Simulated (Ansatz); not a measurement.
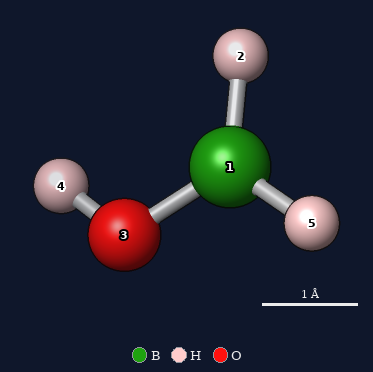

Figure 1. The input geometry (ball-and-stick view, seen at a tilt; atoms are numbered from 1 in the order of the input). Bond lengths as drawn: B–H 1.21 to 1.22 Å, B–O 1.36 Å and H–O 0.98 Å.

# BH3O: molecular dynamics (part 1 of 3)

- system: BH3O
- method: RKS BLYP-D4/def2-SVP (Ansatz 0.2.0)

One setting was made poor on purpose. It belongs to a series of runs on one base structure; here: dynamics from the start. Figures and captions count atoms from 1; the log counts them from 0 in places.

### Log
```
Engine: ansatz 0.2.0, x86_64-unknown-linux-gnu
Functional definition: BLYP
  parameter beta = 0.0042
  parameter a = 0.04918
  parameter b = 0.132
  parameter c = 0.2533
  parameter d = 0.349
  exchange = b88_x(beta = beta)
  correlation = lyp_c(a = a, b = b, c = c, d = d)
471 factors; their error is unknown
mean field evaluation 1: about -2765.5241 eV, gradient 4.8e1 eV
mean field evaluation 2: about -2747.1922 eV, gradient 1.1e2 eV
mean field evaluation 4: about -2769.9533 eV, gradient 3.5e0 eV
mean field evaluation 8: about -2769.9769 eV, gradient 1.2e-2 eV
mean field -2769.97694951 eV, -101.7947753365 hartree, gradient 6.9e-5 eV, S^2 0.000000; 0 other end points of the search recorded, 0 dependent functions left out
the calculation of the forces begins
reference -2769.97719436 eV, -101.7947843346 hartree; 8, 8 occupied and 35, 35 virtual orbitals, 471 factors
md step     0: t =     0.00 fs  T =   500.0 K  F+E_penalty+E_count = -2770.05374623 eV  E_kin = 0.193890 eV  conserved = -2769.85985624 eV  (21 SCF iters)
these checks for a lower state are left out or cut short: starts, cluster_reference, orbital_swaps, neighbouring_geometries, increment
471 factors; their error is unknown
mean field evaluation 16: about -2769.9741 eV, gradient 5.2e-2 eV
mean field -2769.97408921 eV, -101.7946702226 hartree, gradient 2.6e-5 eV, S^2 0.000000; 0 other end points of the search recorded, 0 dependent functions left out
the calculation of the forces begins
reference -2769.97433403 eV, -101.7946792197 hartree; 8, 8 occupied and 35, 35 virtual orbitals, 471 factors
md step     1: t =     0.50 fs  T =   492.8 K  F+E_penalty+E_count = -2770.05092729 eV  E_kin = 0.191085 eV  conserved = -2769.85986180 eV  (25 SCF iters, 3 dispersion substeps)
[... from here on the SCF iterations and repeated set-up lines of each step are left out, up to the last step ...]
md step     2: t =     1.00 fs  T =   471.8 K  F+E_penalty+E_count = -2770.04256068 eV  E_kin = 0.182959 eV  conserved = -2769.85982470 eV  (24 SCF iters, 3 dispersion substeps)
md step     3: t =     1.50 fs  T =   439.8 K  F+E_penalty+E_count = -2770.02931350 eV  E_kin = 0.170555 eV  conserved = -2769.85974942 eV  (24 SCF iters, 3 dispersion substeps)
md step     4: t =     2.00 fs  T =   401.1 K  F+E_penalty+E_count = -2770.01238964 eV  E_kin = 0.155534 eV  conserved = -2769.85965054 eV  (25 SCF iters, 3 dispersion substeps)
md step     5: t =     2.50 fs  T =   360.4 K  F+E_penalty+E_count = -2769.99326745 eV  E_kin = 0.139764 eV  conserved = -2769.85954805 eV  (24 SCF iters, 3 dispersion substeps)
md step     6: t =     3.00 fs  T =   322.1 K  F+E_penalty+E_count = -2769.97337598 eV  E_kin = 0.124907 eV  conserved = -2769.85946120 eV  (25 SCF iters, 3 dispersion substeps)
md step     7: t =     3.50 fs  T =   289.2 K  F+E_penalty+E_count = -2769.95380680 eV  E_kin = 0.112154 eV  conserved = -2769.85940278 eV  (25 SCF iters, 3 dispersion substeps)
md step     8: t =     4.00 fs  T =   263.3 K  F+E_penalty+E_count = -2769.93513270 eV  E_kin = 0.102108 eV  conserved = -2769.85937536 eV  (25 SCF iters, 3 dispersion substeps)
md step     9: t =     4.50 fs  T =   244.5 K  F+E_penalty+E_count = -2769.91736543 eV  E_kin = 0.094830 eV  conserved = -2769.85937049 eV  (24 SCF iters, 3 dispersion substeps)
md step    10: t =     5.00 fs  T =   232.0 K  F+E_penalty+E_count = -2769.90005079 eV  E_kin = 0.089968 eV  conserved = -2769.85937071 eV  (25 SCF iters, 3 dispersion substeps)
md step    11: t =     5.50 fs  T =   224.2 K  F+E_penalty+E_count = -2769.88247501 eV  E_kin = 0.086959 eV  conserved = -2769.85935407 eV  (25 SCF iters, 3 dispersion substeps)
md step    12: t =     6.00 fs  T =   219.9 K  F+E_penalty+E_count = -2769.86393847 eV  E_kin = 0.085277 eV  conserved = -2769.85930070 eV  (25 SCF iters, 3 dispersion substeps)
md step    13: t =     6.50 fs  T =   218.4 K  F+E_penalty+E_count = -2769.84403579 eV  E_kin = 0.084699 eV  conserved = -2769.85919936 eV  (25 SCF iters, 3 dispersion substeps)
md step    14: t =     7.00 fs  T =   220.7 K  F+E_penalty+E_count = -2769.82286928 eV  E_kin = 0.085601 eV  conserved = -2769.85905258 eV  (25 SCF iters, 3 dispersion substeps)
md step    15: t =     7.50 fs  T =   230.1 K  F+E_penalty+E_count = -2769.80112172 eV  E_kin = 0.089229 eV  conserved = -2769.85887881 eV  (25 SCF iters, 3 dispersion substeps)
md step    16: t =     8.00 fs  T =   252.6 K  F+E_penalty+E_count = -2769.77993538 eV  E_kin = 0.097961 eV  conserved = -2769.85870692 eV  (25 SCF iters, 3 dispersion substeps)
md step    17: t =     8.50 fs  T =   297.9 K  F+E_penalty+E_count = -2769.76060447 eV  E_kin = 0.115528 eV  conserved = -2769.85856487 eV  (24 SCF iters, 3 dispersion substeps)
md step    18: t =     9.00 fs  T =   379.5 K  F+E_penalty+E_count = -2769.74415939 eV  E_kin = 0.147172 eV  conserved = -2769.85846594 eV  (26 SCF iters, 3 dispersion substeps)
md step    19: t =     9.50 fs  T =   514.3 K  F+E_penalty+E_count = -2769.73097939 eV  E_kin = 0.199428 eV  conserved = -2769.85840008 eV  (25 SCF iters, 3 dispersion substeps)
md step    20: t =    10.00 fs  T =   718.5 K  F+E_penalty+E_count = -2769.72057672 eV  E_kin = 0.278602 eV  conserved = -2769.85833668 eV  (25 SCF iters, 3 dispersion substeps)
md step    21: t =    10.50 fs  T =   995.7 K  F+E_penalty+E_count = -2769.71166434 eV  E_kin = 0.386115 eV  conserved = -2769.85824031 eV  (26 SCF iters, 3 dispersion substeps)
md step    22: t =    11.00 fs  T =  1314.3 K  F+E_penalty+E_count = -2769.70259293 eV  E_kin = 0.509677 eV  conserved = -2769.85809206 eV  (25 SCF iters, 3 dispersion substeps)
md step    23: t =    11.50 fs  T =  1588.6 K  F+E_penalty+E_count = -2769.69219620 eV  E_kin = 0.616015 eV  conserved = -2769.85790532 eV  (26 SCF iters, 3 dispersion substeps)
md step    24: t =    12.00 fs  T =  1704.9 K  F+E_penalty+E_count = -2769.68079225 eV  E_kin = 0.661139 eV  conserved = -2769.85772690 eV  (26 SCF iters, 3 dispersion substeps)
md step    25: t =    12.50 fs  T =  1606.5 K  F+E_penalty+E_count = -2769.67051346 eV  E_kin = 0.622983 eV  conserved = -2769.85762194 eV  (25 SCF iters, 3 dispersion substeps)
md step    26: t =    13.00 fs  T =  1346.9 K  F+E_penalty+E_count = -2769.66419829 eV  E_kin = 0.522301 eV  conserved = -2769.85764715 eV  (26 SCF iters, 3 dispersion substeps)
md step    27: t =    13.50 fs  T =  1037.6 K  F+E_penalty+E_count = -2769.66349697 eV  E_kin = 0.402348 eV  conserved = -2769.85782607 eV  (25 SCF iters, 3 dispersion substeps)
md step    28: t =    14.00 fs  T =   762.8 K  F+E_penalty+E_count = -2769.66782220 eV  E_kin = 0.295811 eV  conserved = -2769.85813872 eV  (25 SCF iters, 3 dispersion substeps)
md step    29: t =    14.50 fs  T =   552.3 K  F+E_penalty+E_count = -2769.67477423 eV  E_kin = 0.214157 eV  conserved = -2769.85852748 eV  (24 SCF iters, 3 dispersion substeps)
md step    30: t =    15.00 fs  T =   400.5 K  F+E_penalty+E_count = -2769.68136767 eV  E_kin = 0.155299 eV  conserved = -2769.85891273 eV  (25 SCF iters, 3 dispersion substeps)
md step    31: t =    15.50 fs  T =   291.5 K  F+E_penalty+E_count = -2769.68524234 eV  E_kin = 0.113029 eV  conserved = -2769.85921415 eV  (25 SCF iters, 3 dispersion substeps)
md step    32: t =    16.00 fs  T =   211.4 K  F+E_penalty+E_count = -2769.68545435 eV  E_kin = 0.081972 eV  conserved = -2769.85937491 eV  (25 SCF iters, 3 dispersion substeps)
md step    33: t =    16.50 fs  T =   152.1 K  F+E_penalty+E_count = -2769.68272407 eV  E_kin = 0.058963 eV  conserved = -2769.85938337 eV  (25 SCF iters, 3 dispersion substeps)
md step    34: t =    17.00 fs  T =   110.3 K  F+E_penalty+E_count = -2769.67913401 eV  E_kin = 0.042767 eV  conserved = -2769.85928013 eV  (25 SCF iters, 3 dispersion substeps)
md step    35: t =    17.50 fs  T =    85.8 K  F+E_penalty+E_count = -2769.67738881 eV  E_kin = 0.033271 eV  conserved = -2769.85914251 eV  (24 SCF iters, 3 dispersion substeps)
md step    36: t =    18.00 fs  T =    79.2 K  F+E_penalty+E_count = -2769.67989742 eV  E_kin = 0.030695 eV  conserved = -2769.85904937 eV  (24 SCF iters, 3 dispersion substeps)
md step    37: t =    18.50 fs  T =    90.4 K  F+E_penalty+E_count = -2769.68802996 eV  E_kin = 0.035058 eV  conserved = -2769.85904554 eV  (23 SCF iters, 3 dispersion substeps)
md step    38: t =    19.00 fs  T =   118.6 K  F+E_penalty+E_count = -2769.70183176 eV  E_kin = 0.045985 eV  conserved = -2769.85912653 eV  (25 SCF iters, 3 dispersion substeps)
md step    39: t =    19.50 fs  T =   162.0 K  F+E_penalty+E_count = -2769.72025605 eV  E_kin = 0.062826 eV  conserved = -2769.85925101 eV  (25 SCF iters, 3 dispersion substeps)
md step    40: t =    20.00 fs  T =   219.0 K  F+E_penalty+E_count = -2769.74173149 eV  E_kin = 0.084935 eV  conserved = -2769.85936910 eV  (25 SCF iters, 3 dispersion substeps)
md step    41: t =    20.50 fs  T =   288.6 K  F+E_penalty+E_count = -2769.76476169 eV  E_kin = 0.111900 eV  conserved = -2769.85944722 eV  (25 SCF iters, 3 dispersion substeps)
md step    42: t =    21.00 fs  T =   370.2 K  F+E_penalty+E_count = -2769.78830831 eV  E_kin = 0.143556 eV  conserved = -2769.85947755 eV  (24 SCF iters, 3 dispersion substeps)
md step    43: t =    21.50 fs  T =   463.4 K  F+E_penalty+E_count = -2769.81186426 eV  E_kin = 0.179684 eV  conserved = -2769.85947328 eV  (24 SCF iters, 3 dispersion substeps)
md step    44: t =    22.00 fs  T =   565.7 K  F+E_penalty+E_count = -2769.83526905 eV  E_kin = 0.219384 eV  conserved = -2769.85945653 eV  (24 SCF iters, 3 dispersion substeps)
md step    45: t =    22.50 fs  T =   671.3 K  F+E_penalty+E_count = -2769.85839969 eV  E_kin = 0.260315 eV  conserved = -2769.85944787 eV  (25 SCF iters, 3 dispersion substeps)
md step    46: t =    23.00 fs  T =   769.0 K  F+E_penalty+E_count = -2769.88088499 eV  E_kin = 0.298206 eV  conserved = -2769.85945979 eV  (25 SCF iters, 3 dispersion substeps)
md step    47: t =    23.50 fs  T =   843.9 K  F+E_penalty+E_count = -2769.90197346 eV  E_kin = 0.327252 eV  conserved = -2769.85949333 eV  (26 SCF iters, 3 dispersion substeps)
md step    48: t =    24.00 fs  T =   881.4 K  F+E_penalty+E_count = -2769.92064158 eV  E_kin = 0.341773 eV  conserved = -2769.85953817 eV  (26 SCF iters, 3 dispersion substeps)
md step    49: t =    24.50 fs  T =   873.2 K  F+E_penalty+E_count = -2769.93593501 eV  E_kin = 0.338613 eV  conserved = -2769.85957591 eV  (26 SCF iters, 3 dispersion substeps)
md step    50: t =    25.00 fs  T =   822.2 K  F+E_penalty+E_count = -2769.94740377 eV  E_kin = 0.318821 eV  conserved = -2769.85958780 eV  (26 SCF iters, 3 dispersion substeps)
md step    51: t =    25.50 fs  T =   740.9 K  F+E_penalty+E_count = -2769.95539513 eV  E_kin = 0.287318 eV  conserved = -2769.85956543 eV  (26 SCF iters, 3 dispersion substeps)
md step    52: t =    26.00 fs  T =   646.7 K  F+E_penalty+E_count = -2769.96100961 eV  E_kin = 0.250780 eV  conserved = -2769.85951858 eV  (27 SCF iters, 3 dispersion substeps)
md step    53: t =    26.50 fs  T =   555.0 K  F+E_penalty+E_count = -2769.96570903 eV  E_kin = 0.215207 eV  conserved = -2769.85947283 eV  (27 SCF iters, 3 dispersion substeps)
md step    54: t =    27.00 fs  T =   475.7 K  F+E_penalty+E_count = -2769.97076868 eV  E_kin = 0.184464 eV  conserved = -2769.85945686 eV  (26 SCF iters, 3 dispersion substeps)
md step    55: t =    27.50 fs  T =   412.8 K  F+E_penalty+E_count = -2769.97684082 eV  E_kin = 0.160061 eV  conserved = -2769.85948729 eV  (27 SCF iters, 3 dispersion substeps)
md step    56: t =    28.00 fs  T =   365.5 K  F+E_penalty+E_count = -2769.98381243 eV  E_kin = 0.141721 eV  conserved = -2769.85956075 eV  (24 SCF iters, 3 dispersion substeps)
md step    57: t =    28.50 fs  T =   330.6 K  F+E_penalty+E_count = -2769.99097202 eV  E_kin = 0.128203 eV  conserved = -2769.85965719 eV  (27 SCF iters, 3 dispersion substeps)
md step    58: t =    29.00 fs  T =   304.4 K  F+E_penalty+E_count = -2769.99736044 eV  E_kin = 0.118027 eV  conserved = -2769.85975044 eV  (27 SCF iters, 3 dispersion substeps)
md step    59: t =    29.50 fs  T =   283.5 K  F+E_penalty+E_count = -2770.00213540 eV  E_kin = 0.109951 eV  conserved = -2769.85981847 eV  (27 SCF iters, 3 dispersion substeps)
md step    60: t =    30.00 fs  T =   266.2 K  F+E_penalty+E_count = -2770.00482420 eV  E_kin = 0.103213 eV  conserved = -2769.85984988 eV  (27 SCF iters, 3 dispersion substeps)
md step    61: t =    30.50 fs  T =   251.6 K  F+E_penalty+E_count = -2770.00541615 eV  E_kin = 0.097561 eV  conserved = -2769.85984441 eV  (26 SCF iters, 3 dispersion substeps)
md step    62: t =    31.00 fs  T =   240.3 K  F+E_penalty+E_count = -2770.00431374 eV  E_kin = 0.093179 eV  conserved = -2769.85981077 eV  (26 SCF iters, 3 dispersion substeps)
md step    63: t =    31.50 fs  T =   233.5 K  F+E_penalty+E_count = -2770.00218883 eV  E_kin = 0.090555 eV  conserved = -2769.85976311 eV  (26 SCF iters, 3 dispersion substeps)
md step    64: t =    32.00 fs  T =   233.0 K  F+E_penalty+E_count = -2769.99979036 eV  E_kin = 0.090335 eV  conserved = -2769.85971751 eV  (25 SCF iters, 3 dispersion substeps)
md step    65: t =    32.50 fs  T =   240.3 K  F+E_penalty+E_count = -2769.99773968 eV  E_kin = 0.093195 eV  conserved = -2769.85968839 eV  (26 SCF iters, 3 dispersion substeps)
md step    66: t =    33.00 fs  T =   257.1 K  F+E_penalty+E_count = -2769.99634262 eV  E_kin = 0.099705 eV  conserved = -2769.85968488 eV  (26 SCF iters, 3 dispersion substeps)
md step    67: t =    33.50 fs  T =   284.2 K  F+E_penalty+E_count = -2769.99544896 eV  E_kin = 0.110207 eV  conserved = -2769.85970766 eV  (25 SCF iters, 3 dispersion substeps)
md step    68: t =    34.00 fs  T =   321.5 K  F+E_penalty+E_count = -2769.99439512 eV  E_kin = 0.124687 eV  conserved = -2769.85974728 eV  (25 SCF iters, 3 dispersion substeps)
md step    69: t =    34.50 fs  T =   367.9 K  F+E_penalty+E_count = -2769.99206324 eV  E_kin = 0.142673 eV  conserved = -2769.85978571 eV  (25 SCF iters, 3 dispersion substeps)
md step    70: t =    35.00 fs  T =   420.8 K  F+E_penalty+E_count = -2769.98706684 eV  E_kin = 0.163180 eV  conserved = -2769.85980196 eV  (25 SCF iters, 3 dispersion substeps)
md step    71: t =    35.50 fs  T =   476.4 K  F+E_penalty+E_count = -2769.97802566 eV  E_kin = 0.184726 eV  conserved = -2769.85978061 eV  (25 SCF iters, 3 dispersion substeps)
md step    72: t =    36.00 fs  T =   529.7 K  F+E_penalty+E_count = -2769.96383844 eV  E_kin = 0.205422 eV  conserved = -2769.85971858 eV  (25 SCF iters, 3 dispersion substeps)
md step    73: t =    36.50 fs  T =   575.4 K  F+E_penalty+E_count = -2769.94384961 eV  E_kin = 0.223123 eV  conserved = -2769.85962548 eV  (25 SCF iters, 3 dispersion substeps)
md step    74: t =    37.00 fs  T =   607.7 K  F+E_penalty+E_count = -2769.91786967 eV  E_kin = 0.235656 eV  conserved = -2769.85951398 eV  (25 SCF iters, 3 dispersion substeps)
md step    75: t =    37.50 fs  T =   622.0 K  F+E_penalty+E_count = -2769.88613032 eV  E_kin = 0.241180 eV  conserved = -2769.85938922 eV  (23 SCF iters, 3 dispersion substeps)
md step    76: t =    38.00 fs  T =   615.5 K  F+E_penalty+E_count = -2769.84930573 eV  E_kin = 0.238694 eV  conserved = -2769.85924482 eV  (25 SCF iters, 3 dispersion substeps)
md step    77: t =    38.50 fs  T =   589.4 K  F+E_penalty+E_count = -2769.80864589 eV  E_kin = 0.228549 eV  conserved = -2769.85907211 eV  (25 SCF iters, 3 dispersion substeps)
md step    78: t =    39.00 fs  T =   548.4 K  F+E_penalty+E_count = -2769.76609946 eV  E_kin = 0.212674 eV  conserved = -2769.85887295 eV  (25 SCF iters, 3 dispersion substeps)
md step    79: t =    39.50 fs  T =   501.1 K  F+E_penalty+E_count = -2769.72424835 eV  E_kin = 0.194332 eV  conserved = -2769.85866586 eV  (25 SCF iters, 3 dispersion substeps)
md step    80: t =    40.00 fs  T =   457.6 K  F+E_penalty+E_count = -2769.68598257 eV  E_kin = 0.177463 eV  conserved = -2769.85848191 eV  (25 SCF iters, 3 dispersion substeps)
md step    81: t =    40.50 fs  T =   427.9 K  F+E_penalty+E_count = -2769.65399626 eV  E_kin = 0.165943 eV  conserved = -2769.85835511 eV  (26 SCF iters, 3 dispersion substeps)
md step    82: t =    41.00 fs  T =   420.2 K  F+E_penalty+E_count = -2769.63024346 eV  E_kin = 0.162961 eV  conserved = -2769.85831334 eV  (26 SCF iters, 3 dispersion substeps)
md step    83: t =    41.50 fs  T =   439.8 K  F+E_penalty+E_count = -2769.61545164 eV  E_kin = 0.170533 eV  conserved = -2769.85837175 eV  (26 SCF iters, 3 dispersion substeps)
md step    84: t =    42.00 fs  T =   487.3 K  F+E_penalty+E_count = -2769.60874382 eV  E_kin = 0.188963 eV  conserved = -2769.85852713 eV  (25 SCF iters, 3 dispersion substeps)
md step    85: t =    42.50 fs  T =   557.4 K  F+E_penalty+E_count = -2769.60744627 eV  E_kin = 0.216162 eV  conserved = -2769.85875238 eV  (26 SCF iters, 3 dispersion substeps)
md step    86: t =    43.00 fs  T =   637.2 K  F+E_penalty+E_count = -2769.60726051 eV  E_kin = 0.247079 eV  conserved = -2769.85899142 eV  (25 SCF iters, 3 dispersion substeps)
md step    87: t =    43.50 fs  T =   706.8 K  F+E_penalty+E_count = -2769.60306484 eV  E_kin = 0.274071 eV  conserved = -2769.85916135 eV  (25 SCF iters, 3 dispersion substeps)
md step    88: t =    44.00 fs  T =   745.4 K  F+E_penalty+E_count = -2769.59047812 eV  E_kin = 0.289048 eV  conserved = -2769.85917082 eV  (25 SCF iters, 3 dispersion substeps)
md step    89: t =    44.50 fs  T =   740.5 K  F+E_penalty+E_count = -2769.56782653 eV  E_kin = 0.287160 eV  conserved = -2769.85896156 eV  (25 SCF iters, 3 dispersion substeps)
md step    90: t =    45.00 fs  T =   695.8 K  F+E_penalty+E_count = -2769.53751694 eV  E_kin = 0.269825 eV  conserved = -2769.85855337 eV  (25 SCF iters, 3 dispersion substeps)
md step    91: t =    45.50 fs  T =   630.8 K  F+E_penalty+E_count = -2769.50575605 eV  E_kin = 0.244602 eV  conserved = -2769.85805891 eV  (25 SCF iters, 3 dispersion substeps)
md step    92: t =    46.00 fs  T =   571.8 K  F+E_penalty+E_count = -2769.48043694 eV  E_kin = 0.221724 eV  conserved = -2769.85764529 eV  (25 SCF iters, 3 dispersion substeps)
md step    93: t =    46.50 fs  T =   540.7 K  F+E_penalty+E_count = -2769.46817273 eV  E_kin = 0.209685 eV  conserved = -2769.85746238 eV  (24 SCF iters, 3 dispersion substeps)
md step    94: t =    47.00 fs  T =   547.3 K  F+E_penalty+E_count = -2769.47185550 eV  E_kin = 0.212216 eV  conserved = -2769.85757594 eV  (22 SCF iters, 3 dispersion substeps)
md step    95: t =    47.50 fs  T =   586.3 K  F+E_penalty+E_count = -2769.48969887 eV  E_kin = 0.227345 eV  conserved = -2769.85793608 eV  (25 SCF iters, 3 dispersion substeps)
md step    96: t =    48.00 fs  T =   640.4 K  F+E_penalty+E_count = -2769.51606856 eV  E_kin = 0.248341 eV  conserved = -2769.85840012 eV  (24 SCF iters, 3 dispersion substeps)
md step    97: t =    48.50 fs  T =   686.7 K  F+E_penalty+E_count = -2769.54374729 eV  E_kin = 0.266281 eV  conserved = -2769.85880523 eV  (25 SCF iters, 3 dispersion substeps)
md step    98: t =    49.00 fs  T =   705.6 K  F+E_penalty+E_count = -2769.56662677 eV  E_kin = 0.273609 eV  conserved = -2769.85904737 eV  (25 SCF iters, 3 dispersion substeps)
md step    99: t =    49.50 fs  T =   688.8 K  F+E_penalty+E_count = -2769.58156007 eV  E_kin = 0.267104 eV  conserved = -2769.85911416 eV  (26 SCF iters, 3 dispersion substeps)
md step   100: t =    50.00 fs  T =   641.0 K  F+E_penalty+E_count = -2769.58863802 eV  E_kin = 0.248576 eV  conserved = -2769.85906011 eV  (27 SCF iters, 3 dispersion substeps)
md step   101: t =    50.50 fs  T =   575.4 K  F+E_penalty+E_count = -2769.59015430 eV  E_kin = 0.223111 eV  conserved = -2769.85895734 eV  (27 SCF iters, 3 dispersion substeps)
md step   102: t =    51.00 fs  T =   506.5 K  F+E_penalty+E_count = -2769.58916642 eV  E_kin = 0.196403 eV  conserved = -2769.85885751 eV  (27 SCF iters, 3 dispersion substeps)
md step   103: t =    51.50 fs  T =   445.9 K  F+E_penalty+E_count = -2769.58845466 eV  E_kin = 0.172893 eV  conserved = -2769.85877828 eV  (27 SCF iters, 3 dispersion substeps)
md step   104: t =    52.00 fs  T =   400.5 K  F+E_penalty+E_count = -2769.59016191 eV  E_kin = 0.155291 eV  conserved = -2769.85871083 eV  (27 SCF iters, 3 dispersion substeps)
md step   105: t =    52.50 fs  T =   374.0 K  F+E_penalty+E_count = -2769.59595167 eV  E_kin = 0.145045 eV  conserved = -2769.85863744 eV  (26 SCF iters, 3 dispersion substeps)
```
